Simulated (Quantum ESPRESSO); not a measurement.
# E(M) of MnSe

Wanted: E(M) for MnSe from a parallel start.

Main program and level: Quantum ESPRESSO 7.5; PBEsol; plane waves with GBRV 1.5 PBEsol potentials, no spin-orbit coupling.

The database entry behind the starting cell is an old determination (1938), so it need not match the best structure at ambient conditions.

### Step 1. The structure

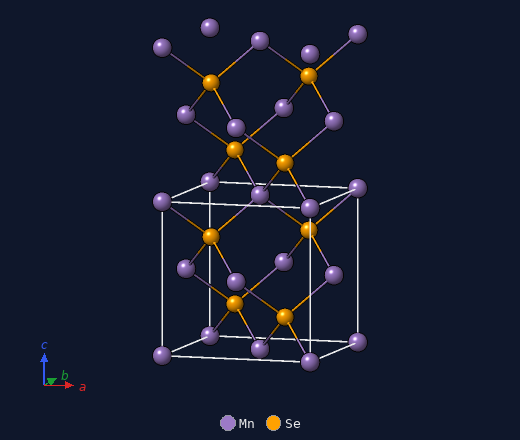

Start, viewed slightly off an axis; manganese light purple, selenium orange. 1×1×2 cells are drawn. This picture shows the conventional cell, with its axes. Bonds to atoms that aren't drawn are left out. Some periodic images of atoms are drawn too.

The cell comes from the Crystallography Open Database.

### Step 2. No moment imposed

ASE passes magmoms on as starting_magnetization. pw.x reads values of 1 or more as Bohr magnetons; where all are smaller, it reads them as fractions of the valence charge.

File pw.py:

```python
from ase import Atoms
from ase.calculators.espresso import Espresso, EspressoProfile

atoms = Atoms(['Mn', 'Se'],
    cell=[[0.0, 2.91, 2.91],
         [2.91, 0.0, 2.91],
         [2.91, 2.91, 0.0]],
    scaled_positions=[[0.0, 0.0, 0.0],
         [0.25, 0.25, 0.25]],
    pbc=True,
    magmoms=[4.5, 0.0])
input_data = {
    'control': {'calculation': 'scf', 'prefix': 'pwscf', 'outdir': './tmp', 'disk_io': 'nowf', 'tprnfor': True, 'tstress': True},
    'system': {'ecutwfc': 40.0, 'ecutrho': 280.0, 'nbnd': 19, 'occupations': 'smearing', 'smearing': 'fd', 'degauss': 0.00734986, 'nspin': 2},
    'electrons': {'conv_thr': 4e-09, 'electron_maxstep': 150, 'mixing_beta': 0.3},
}
atoms.calc = Espresso(
    profile=EspressoProfile(command='mpirun -n 2 pw.x -nk 2', pseudo_dir='pseudo'),
    pseudopotentials={'Mn': 'mn_pbesol_v1.5.uspp.F.UPF', 'Se': 'se_pbesol_v1.uspp.F.UPF'},
    input_data=input_data,
    kpts=(6, 6, 6),
    koffset=(0, 0, 0))
atoms.get_potential_energy()
energy = atoms.calc.results['free_energy']
print(f'free energy: {energy:.6f} eV')
print('site moments (muB):', atoms.get_magnetic_moments().round(3))
```

Run with:

```console
> OMP_NUM_THREADS=1 python3 pw.py > pw.log
```

The program printed:

```text
free energy: -3461.433215 eV
site moments (muB): [4.162 0.072]

--- espresso.pwo ---
Program PWSCF v.7.5 starts

Warning: card &CELL ignored
Warning: card &FCP ignored
Warning: card &RISM ignored

     Message from routine setup:
     using ibrav=0 with symmetry is DISCOURAGED, use correct ibrav instead

     K-points division:     npool     =       2
     Subspace diagonalization in iterative solution of the eigenvalue problem:

     G-vector sticks info
     --------------------
     sticks:   dense  smooth     PW     G-vecs:    dense   smooth      PW
     Sum        1159     673    199                26301    11311    1917

     Using Slab Decomposition

     bravais-lattice index     =            0
     lattice parameter (alat)  =       7.7769  a.u.
     unit-cell volume          =     332.5872 (a.u.)^3
     number of atoms/cell      =            2
     number of atomic types    =            2
     number of electrons       =        21.00
     number of Kohn-Sham states=           19
     kinetic-energy cutoff     =      40.0000  Ry
     charge density cutoff     =     280.0000  Ry
     scf convergence threshold =      4.0E-09
     mixing beta               =       0.3000
     number of iterations used =            8  plain     mixing
     Exchange-correlation= SLA  PW   PSX  PSC
                           (   1   4  10   8   0   0   0)

     celldm(1)=   7.776906  celldm(2)=   0.000000  celldm(3)=   0.000000
     celldm(4)=   0.000000  celldm(5)=   0.000000  celldm(6)=   0.000000

     crystal axes: (cart. coord. in units of alat)
               a(1) = (   0.000000   0.707107   0.707107 )
               a(2) = (   0.707107   0.000000   0.707107 )
               a(3) = (   0.707107   0.707107   0.000000 )

     reciprocal axes: (cart. coord. in units 2 pi/alat)
               b(1) = ( -0.707107  0.707107  0.707107 )
               b(2) = (  0.707107 -0.707107  0.707107 )
               b(3) = (  0.707107  0.707107 -0.707107 )

     PseudoPot. # 1 for Mn read from file:
     mn_pbesol_v1.5.uspp.F.UPF
     Pseudo is Ultrasoft + core correction, Zval = 15.0
     Generated by new atomic code, or converted to UPF format
     Using radial grid of  859 points,  6 beta functions with:
                l(1) =   0
                l(2) =   0
                l(3) =   1
                l(4) =   1
                l(5) =   2
                l(6) =   2
     Q(r) pseudized with  8 coefficients,  rinner =    0.950   0.950   0.950
                                                       0.950   0.950

     PseudoPot. # 2 for Se read from file:
     se_pbesol_v1.uspp.F.UPF
     Pseudo is Ultrasoft + core correction, Zval =  6.0
     Generated by new atomic code, or converted to UPF format
     Using radial grid of  877 points,  6 beta functions with:
                l(1) =   0
                l(2) =   0
                l(3) =   1
                l(4) =   1
                l(5) =   2
                l(6) =   2
     Q(r) pseudized with  8 coefficients,  rinner =    1.300   1.300   1.300
                                                       1.300   1.300

     atomic species   valence    mass     pseudopotential
     Mn               15.00    54.93804     Mn( 1.00)
     Se                6.00    78.97100     Se( 1.00)

     Starting magnetic structure
     atomic species   magnetization
     Mn              0.300
     Se              0.000

     24 Sym. Ops. (no inversion) found

   Cartesian axes

     site n.     atom                  positions (alat units)
         1        Mn     tau(   1) = (   0.0000000   0.0000000   0.0000000  )
         2        Se     tau(   2) = (   0.3535534   0.3535534   0.3535534  )

     number of k points=    16  Fermi-Dirac smearing, width (Ry)=  0.0073
                       cart. coord. in units 2pi/alat
        k(    1) = (   0.0000000   0.0000000   0.0000000), wk =   0.0046296
        k(    2) = (   0.1178511   0.1178511  -0.1178511), wk =   0.0370370
        k(    3) = (   0.2357023   0.2357023  -0.2357023), wk =   0.0370370
        k(    4) = (  -0.3535534  -0.3535534   0.3535534), wk =   0.0185185
        k(    5) = (   0.2357023   0.0000000  -0.0000000), wk =   0.0277778
        [... 11 further k-points ...]

     Dense  grid:    26301 G-vectors     FFT dimensions: (  45,  45,  45)

     Smooth grid:    11311 G-vectors     FFT dimensions: (  32,  32,  32)

     Check: negative core charge=   -0.000025
     Generating pointlists ...
     new r_m :   0.2526 (alat units)  1.9645 (a.u.) for type    1
     new r_m :   0.2526 (alat units)  1.9645 (a.u.) for type    2

     Initial potential from superposition of free atoms

     starting charge      20.4999, renormalised to      21.0000
     Starting wfcs are   17 randomized atomic wfcs +    2 random wfcs

     Self-consistent Calculation

     iteration #  1     ecut=    40.00 Ry     beta= 0.30
     Davidson diagonalization with overlap
     ethr =  1.00E-02,  avg # of iterations =  5.6

     total energy              =    -254.23198018 Ry
     estimated scf accuracy    <       0.69271973 Ry

     total magnetization       =     4.58 Bohr mag/cell
     absolute magnetization    =     4.58 Bohr mag/cell

     iteration #  2     ecut=    40.00 Ry     beta= 0.30
     Davidson diagonalization with overlap
     ethr =  3.30E-03,  avg # of iterations =  1.8

     total energy              =    -254.39540229 Ry
     estimated scf accuracy    <       0.06091441 Ry

     total magnetization       =     4.64 Bohr mag/cell
     absolute magnetization    =     4.64 Bohr mag/cell

     iteration #  3     ecut=    40.00 Ry     beta= 0.30
     Davidson diagonalization with overlap
     ethr =  2.90E-04,  avg # of iterations =  1.8

     total energy              =    -254.40857140 Ry
     estimated scf accuracy    <       0.00912639 Ry

     total magnetization       =     4.77 Bohr mag/cell
     absolute magnetization    =     4.77 Bohr mag/cell

     [... further iterations left out ...]

     iteration #  7     ecut=    40.00 Ry     beta= 0.30
     Davidson diagonalization with overlap
     ethr =  2.74E-08,  avg # of iterations =  2.7

     negative rho (up, down):  0.000E+00 3.096E-04

     total energy              =    -254.41066940 Ry
     estimated scf accuracy    <       0.00000255 Ry

     total magnetization       =     4.82 Bohr mag/cell
     absolute magnetization    =     4.82 Bohr mag/cell

     iteration #  8     ecut=    40.00 Ry     beta= 0.30
     Davidson diagonalization with overlap
     ethr =  1.21E-08,  avg # of iterations =  2.3

     negative rho (up, down):  0.000E+00 3.094E-04

     total energy              =    -254.41067076 Ry
     estimated scf accuracy    <       0.00000022 Ry

     total magnetization       =     4.82 Bohr mag/cell
     absolute magnetization    =     4.82 Bohr mag/cell

     iteration #  9     ecut=    40.00 Ry     beta= 0.30
     Davidson diagonalization with overlap
     ethr =  1.05E-09,  avg # of iterations =  3.6

     negative rho (up, down):  0.000E+00 3.094E-04

     total energy              =    -254.41067097 Ry
     estimated scf accuracy    <       0.00000009 Ry

     total magnetization       =     4.82 Bohr mag/cell
     absolute magnetization    =     4.82 Bohr mag/cell

     iteration # 10     ecut=    40.00 Ry     beta= 0.30
     Davidson diagonalization with overlap
     ethr =  4.40E-10,  avg # of iterations =  2.2

     negative rho (up, down):  0.000E+00 3.094E-04

     Magnetic moment per site  (integrated on atomic sphere of radius R)
     atom   1 (R=0.253)  charge= 13.1080  magn=  4.1621
     atom   2 (R=0.253)  charge=  3.8484  magn=  0.0716

     End of self-consistent calculation

     [... lines left out ...]
     the Fermi energy is     6.9251 ev

!    total energy              =    -254.41067105 Ry
     estimated scf accuracy    <          2.8E-09 Ry
     smearing contrib. (-TS)   =      -0.00223721 Ry
     internal energy E=F+TS    =    -254.40843383 Ry

     The total energy is F=E-TS. E is the sum of the following terms:
     one-electron contribution =    -163.55849912 Ry
     hartree contribution      =      86.92462491 Ry
     xc contribution           =     -55.84581320 Ry
     ewald contribution        =    -121.92874642 Ry

     total magnetization       =     4.83 Bohr mag/cell
     absolute magnetization    =     4.83 Bohr mag/cell

     convergence has been achieved in  10 iterations

     negative rho (up, down):  0.000E+00 3.094E-04

     Forces acting on atoms (cartesian axes, Ry/au):

     atom    1 type  1   force =     0.00000000    0.00000000    0.00000000
     atom    2 type  2   force =     0.00000000    0.00000000    0.00000000

     Total force =     0.000000     Total SCF correction =     0.000000

     Computing stress (Cartesian axis) and pressure

     negative rho (up, down):  0.000E+00 3.094E-04
          total   stress  (Ry/bohr**3)                   (kbar)     P=       -6.13
  -0.00004166  -0.00000000  -0.00000000           -6.13       -0.00       -0.00
  -0.00000000  -0.00004166  -0.00000000           -0.00       -6.13       -0.00
  -0.00000000   0.00000000  -0.00004166           -0.00        0.00       -6.13

=------------------------------------------------------------------------------=
   JOB DONE.
=------------------------------------------------------------------------------=
```

Elapsed: 10 s, on 2 MPI ranks of Intel Xeon Platinum 8559C (Emerald Rapids), shared host; peak memory 0.32 GiB; 19 s of CPU time.

Spin moment in the atom's sphere by atom:

```
atom  spin moment in the atom's sphere (μB)
 Mn1                                   4.16
 Se2                                   0.07
```

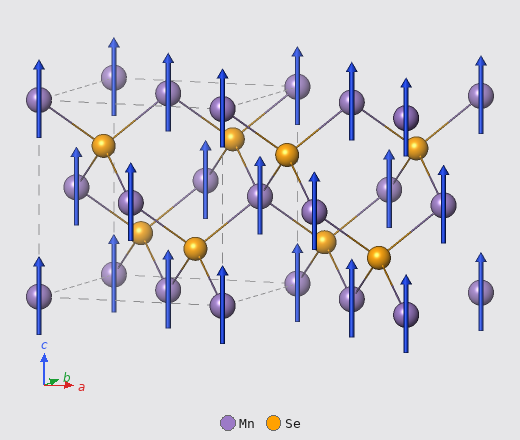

Spin moment in the atom's sphere as arrows, the longest 4.16 μB. Up and down stand for the sign. Arrows give size and sign along the axis of quantisation, drawn up and down the page. Bonds to atoms that aren't drawn are left out. 2×1×1 conventional cells are drawn. Some periodic images of atoms are drawn too.

This step gave:

* smearing term TS: 0.03044 eV
* pressure: -0.6128 GPa
* magnetization: 4.825 μB
* absolute magnetization: 4.825 μB
* final state: ferromagnetic

### Step 3. Moment fixed at 0 μB

The two spin channels are filled to separate Fermi energies, so that the total moment meets the target. Half of the up one less the down one is the slope dE/dM.

Edit pw.py of step 2 so:

```diff
@@ -10,6 +10,6 @@
     pbc=True,
-    magmoms=[4.5, 0.0])
+    magmoms=[0.225, 0.0])
 input_data = {
     'control': {'calculation': 'scf', 'prefix': 'pwscf', 'outdir': './tmp', 'disk_io': 'nowf', 'tprnfor': True, 'tstress': True},
-    'system': {'ecutwfc': 40.0, 'ecutrho': 280.0, 'nbnd': 19, 'occupations': 'smearing', 'smearing': 'fd', 'degauss': 0.00734986, 'nspin': 2},
+    'system': {'ecutwfc': 40.0, 'ecutrho': 280.0, 'nbnd': 20, 'occupations': 'smearing', 'smearing': 'fd', 'degauss': 0.00734986, 'nspin': 2, 'tot_magnetization': 0.0},
     'electrons': {'conv_thr': 4e-09, 'electron_maxstep': 150, 'mixing_beta': 0.3},
```

File espresso.pwi:

```
&CONTROL
   calculation      = 'scf'
   tstress          = .true.
   tprnfor          = .true.
   outdir           = './tmp'
   prefix           = 'pwscf'
   disk_io          = 'nowf'
   pseudo_dir       = 'pseudo'
/
&SYSTEM
   nbnd             = 20
   tot_magnetization = 0.0
   ecutwfc          = 40.0
   ecutrho          = 280.0
   occupations      = 'smearing'
   degauss          = 0.00734986
   smearing         = 'fd'
   nspin            = 2
   starting_magnetization(1) = 0.225
   starting_magnetization(2) = 0.0
   ntyp             = 2
   nat              = 2
   ibrav            = 0
/
&ELECTRONS
   electron_maxstep = 150
   conv_thr         = 4e-09
   mixing_beta      = 0.3
/
&IONS
/
&CELL
/
&FCP
/
&RISM
/
ATOMIC_SPECIES
Mn  54.938044 mn_pbesol_v1.5.uspp.F.UPF
Se  78.971 se_pbesol_v1.uspp.F.UPF

K_POINTS automatic
6 6 6  0 0 0

CELL_PARAMETERS angstrom
0.00000000000000 2.91000000000000 2.91000000000000
2.91000000000000 0.00000000000000 2.91000000000000
2.91000000000000 2.91000000000000 0.00000000000000

ATOMIC_POSITIONS angstrom
Mn  0.0000000000 0.0000000000 0.0000000000  
Se  1.4550000000 1.4550000000 1.4550000000
```

Run with:

```console
> OMP_NUM_THREADS=1 python3 pw.py > pw.log
```

The program printed:

```text
     [... lines left out ...]
free energy: -3459.765023 eV
site moments (muB): [ 0. -0.]
--- espresso.pwo ---
Program PWSCF v.7.5 starts
     [... lines left out ...]
     number of atoms/cell      =            2
     [... lines left out ...]
     number of electrons       =        21.00 (up:  10.50, down:  10.50)
     number of Kohn-Sham states=           20
     kinetic-energy cutoff     =      40.0000  Ry
     charge density cutoff     =     280.0000  Ry
     scf convergence threshold =      4.0E-09
     [... lines left out ...]
     24 Sym. Ops. (no inversion) found
     [... lines left out ...]
     number of k points=    16  Fermi-Dirac smearing, width (Ry)=  0.0073
     [... lines left out ...]
     iteration # 17     ecut=    40.00 Ry     beta= 0.30
     [... lines left out ...]
     Magnetic moment per site  (integrated on atomic sphere of radius R)
     atom   1 (R=0.253)  charge= 13.2049  magn=  0.0001
     atom   2 (R=0.253)  charge=  3.7317  magn= -0.0001
     [... lines left out ...]
     the spin up/dw Fermi energies are     6.2887    6.2883 ev
!    total energy              =    -254.28806121 Ry
     estimated scf accuracy    <          6.6E-10 Ry
     smearing contrib. (-TS)   =      -0.01130665 Ry
     [... lines left out ...]
     total magnetization       =     0.00 Bohr mag/cell
     absolute magnetization    =     0.00 Bohr mag/cell
     convergence has been achieved in  17 iterations
     [... lines left out ...]
     Total force =     0.000000     Total SCF correction =     0.000000
     [... lines left out ...]
          total   stress  (Ry/bohr**3)                   (kbar)     P=     -179.60
     [... lines left out ...]
```

Run time: 14 s. Hardware: 2 MPI ranks; peak memory 0.32 GiB.

Read from the output:

| Quantity | Value |
| --- | --- |
| magnetization | 0 μB |
| absolute magnetization | 0 μB |
| half the difference of the two Fermi energies | 0.2 meV |
| largest moment | 0 μB |

### Step 4. Moment fixed at 1.086 μB

Edit pw.py of step 3 so:

```diff
@@ -10,6 +10,6 @@
     pbc=True,
-    magmoms=[0.225, 0.0])
+    magmoms=[1.086, 0.0])
 input_data = {
     'control': {'calculation': 'scf', 'prefix': 'pwscf', 'outdir': './tmp', 'disk_io': 'nowf', 'tprnfor': True, 'tstress': True},
-    'system': {'ecutwfc': 40.0, 'ecutrho': 280.0, 'nbnd': 20, 'occupations': 'smearing', 'smearing': 'fd', 'degauss': 0.00734986, 'nspin': 2, 'tot_magnetization': 0.0},
+    'system': {'ecutwfc': 40.0, 'ecutrho': 280.0, 'nbnd': 21, 'occupations': 'smearing', 'smearing': 'fd', 'degauss': 0.00734986, 'nspin': 2, 'tot_magnetization': 1.086},
     'electrons': {'conv_thr': 4e-09, 'electron_maxstep': 150, 'mixing_beta': 0.3},
```

Run with:

```console
> OMP_NUM_THREADS=1 python3 pw.py > pw.log
```

The program printed:

```text
     [... lines left out ...]
free energy: -3459.903638 eV
site moments (muB): [ 1.14  -0.082]
--- espresso.pwo ---
Program PWSCF v.7.5 starts
     [... lines left out ...]
     number of atoms/cell      =            2
     [... lines left out ...]
     number of electrons       =        21.00 (up:  11.04, down:   9.96)
     number of Kohn-Sham states=           21
     kinetic-energy cutoff     =      40.0000  Ry
     charge density cutoff     =     280.0000  Ry
     scf convergence threshold =      4.0E-09
     [... lines left out ...]
     24 Sym. Ops. (no inversion) found
     [... lines left out ...]
     number of k points=    16  Fermi-Dirac smearing, width (Ry)=  0.0073
     [... lines left out ...]
     iteration # 14     ecut=    40.00 Ry     beta= 0.30
     [... lines left out ...]
     Magnetic moment per site  (integrated on atomic sphere of radius R)
     atom   1 (R=0.253)  charge= 13.2009  magn=  1.1402
     atom   2 (R=0.253)  charge=  3.7359  magn= -0.0818
     [... lines left out ...]
     the spin up/dw Fermi energies are     6.1375    6.6336 ev
!    total energy              =    -254.29824926 Ry
     estimated scf accuracy    <          1.9E-10 Ry
     smearing contrib. (-TS)   =      -0.01232512 Ry
     [... lines left out ...]
     total magnetization       =     1.09 Bohr mag/cell
     absolute magnetization    =     1.35 Bohr mag/cell
     convergence has been achieved in  14 iterations
     [... lines left out ...]
     Total force =     0.000000     Total SCF correction =     0.000000
     [... lines left out ...]
          total   stress  (Ry/bohr**3)                   (kbar)     P=     -167.38
     [... lines left out ...]
```

It took 13 s on 2 MPI ranks; peak memory 0.32 GiB; 26 s of CPU time.

(Continued in part 2 of 2.)

[Logs and program files are shortened in this print: banners, set-up blocks, solver, clock and traceback lines can be left out without a mark of their own.]

[Logs are printed without paths, hosts, clocks, repeated set-up lines and the standing remarks that a program may print on its own settings, such as how far it seeks lower states.]

[Hosts, paths, dates, database ids (printed as entryN), source tags and the programs' standing remarks are cut or masked in the printed files.]

[Where a cell is said to come from a database of computed structures, the database is the Materials Project.]
